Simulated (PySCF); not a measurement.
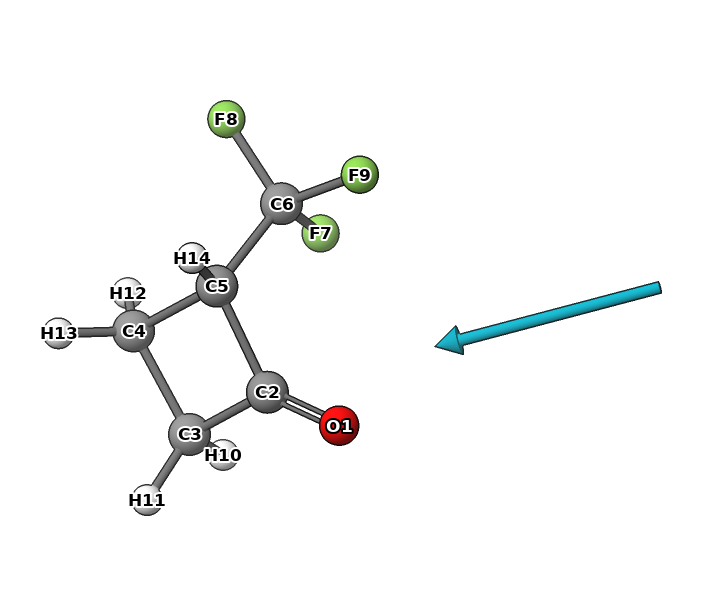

The arrow beside the molecule shows the direction of the dipole moment, from the negative to the positive end (its length means nothing). The geometry was computed by an optimisation with GFN2-xTB. No frequency run is at hand to confirm it as a minimum. Method: PBE0/pcSseg-1, gas phase (PySCF 2.14.0).

How large is the dipole moment?

Answer. 3.56 D; it points from the side of F9 to the side of H13 (the outermost atoms at the two ends).
